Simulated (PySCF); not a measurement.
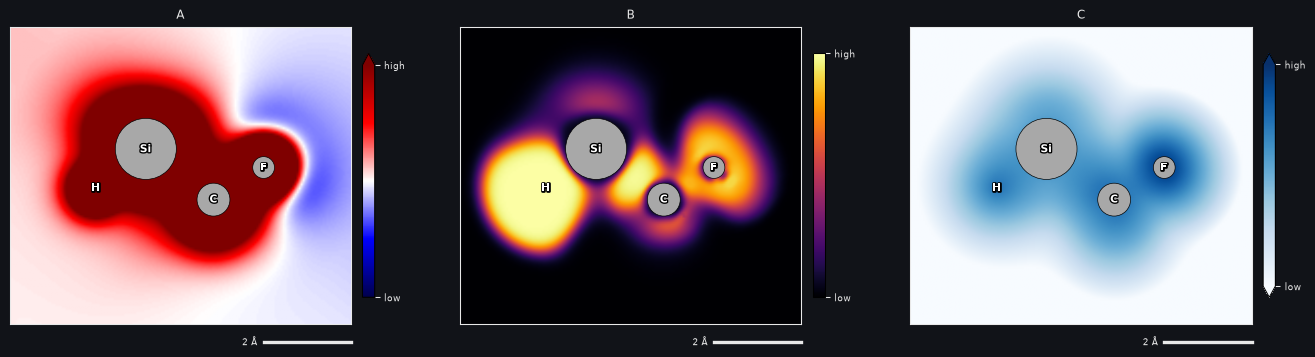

CH$_{4}$F$_{2}$Si: 3 fields on the plane of atoms F1, C2 and Si4, with unlabelled colour scales. Grey discs cover the atomic cores.

Geometry: GFN2-xTB.

All numbers below come from PBE0/pcSseg-1, SCF density, gas phase, non-relativistic in PySCF.

### Which field does each panel show? The fields are: electron density, electron localisation function and electrostatic potential.

Panel A: electrostatic potential (strongly positive close to the atoms, with negative regions outside electron-rich atoms). Panel B: electron localisation function. Panel C: electron density. From the grid: C–F (1.36 Å): the density is about 2.2 e/Å³ at the midpoint, with its minimum of 1.7 e/Å³ about 0.5 Å from C; the ELF peaks at about 0.85 between the atoms, as expected for a shared but strongly polarised pair. C–Si (1.94 Å): the density is about 0.94 e/Å³ at the midpoint; the ELF peaks at about 1 between the atoms, as expected for localised, covalent bonding.
